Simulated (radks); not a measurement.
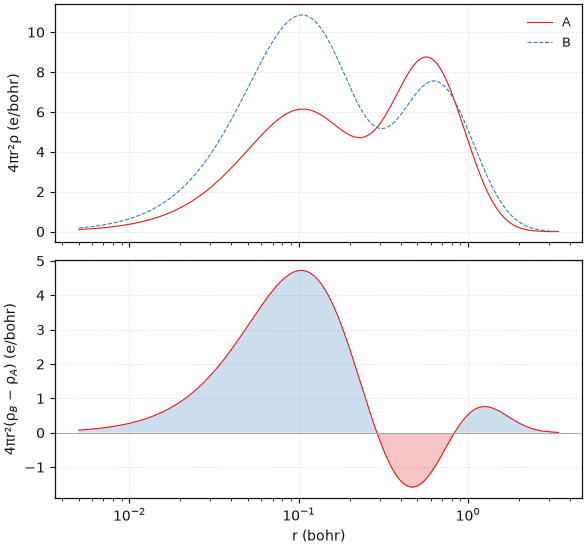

Two charge states of neon were computed: Ne²⁺ in 1s1 2s2 2p5 (high spin); Ne⁺ in [He] 2s2 2p5 (high spin). All numbers are computed, not measured: scalar-relativistic Kohn-Sham, LDA (Slater exchange, Perdew-Wang correlation), spin-polarised, spherical densities, finite nucleus (the in-house radial solver radks).

The plot shows both radial densities and the radial density of run B less that of run A; on the logarithmic r axis, areas aren't charges.

Q: Assign A and B and describe the change of the density.

Answer: A is Ne²⁺ in 1s1 2s2 2p5 (high spin); B is Ne⁺ in [He] 2s2 2p5 (high spin). B holds 1.5 electrons more than A where the difference is positive (most at r = 0.10 bohr) and 0.52 electrons fewer where it is negative (most at r = 0.47 bohr), a net change of +1. The energy of B less that of A is −889.0 eV.
